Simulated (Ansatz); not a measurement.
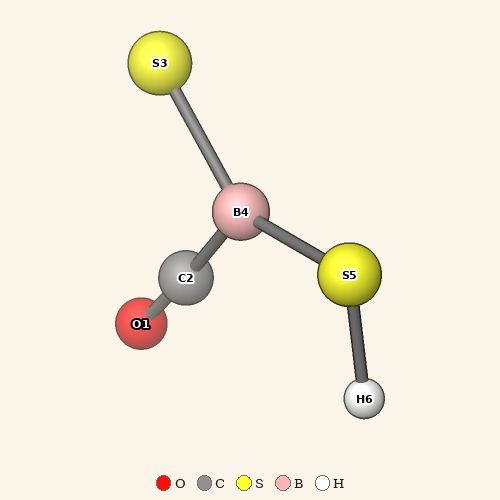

The system is CHBOS₂ (SMILES O=C1SB1S) with the probe H2; the picture shows it without the atoms that are moved over the map. The probe is moved over a plane parallel to the molecule's main plane, 1.70 Å above it. First axis: x of the probe's H atom. Second axis: y of the probe's H atom. Nothing is relaxed (molecule and probe rigid, the probe upright with H nearest the plane). Grid: 9 × 9 points. Energies are in kJ/mol, from the lowest grid point. Energies and slopes of some neighbouring points disagree (a jump in structure or state, or too coarse a mesh). Method: RKS PBE-D4/def2-SVPD (Ansatz 0.2.0).

Range: x of the probe's H atom from −3.00 to 3.00 Å; y of the probe's H atom from −3.00 to 3.00 Å.

**Predict the map.**

The lowest grid point is at x of the probe's H atom = −3.00 Å, y of the probe's H atom = 1.50 Å. It lies on the edge of the grid, but the force there points inwards, so the minimum lies inside the range. The highest grid point, x of the probe's H atom = 2.25 Å, y of the probe's H atom = −0.75 Å, lies 99 kJ/mol above the lowest.

| y of the probe's H atom ↓, x of the probe's H atom → | −3.00 | −2.25 | −1.50 | −0.75 | 0.00 | 0.75 | 1.50 | 2.25 | 3.00 |
| --- | --- | --- | --- | --- | --- | --- | --- | --- | --- |
| 3.00 | 1 | 1 | 3 | 13 | 22 | 16 | 6 | 1 | 1 |
| 2.25 | 1 | 1 | 8 | 32 | 56 | 43 | 15 | 2 | 0 |
| 1.50 | 0 | 1 | 13 | 49 | 88 | 71 | 26 | 5 | 0 |
| 0.75 | 2 | 9 | 23 | 53 | 87 | 74 | 40 | 19 | 8 |
| 0.00 | 9 | 31 | 52 | 54 | 61 | 65 | 72 | 63 | 32 |
| −0.75 | 13 | 39 | 59 | 44 | 37 | 56 | 96 | 99 | 54 |
| −1.50 | 7 | 19 | 26 | 18 | 16 | 35 | 71 | 76 | 41 |
| −2.25 | 2 | 4 | 4 | 3 | 3 | 15 | 32 | 33 | 16 |
| −3.00 | 1 | 1 | 1 | 0 | 0 | 4 | 8 | 8 | 4 |

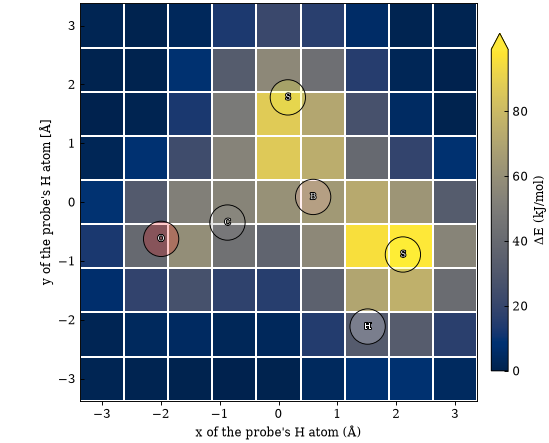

In the figure: one coloured cell a grid point, labelled circles for the molecule's atoms, projected on the plane, one colour for all values above the top of the scale.

Each point was launched as `ansatz run input.yaml --threads 1 --pin off --max-ram 2560MiB --backend cpu --events-out ev --progress --plain --runs-dir out`. The whole map (81 points run) took 9 min on 1 thread of Arm Neoverse V2, on a shared host.
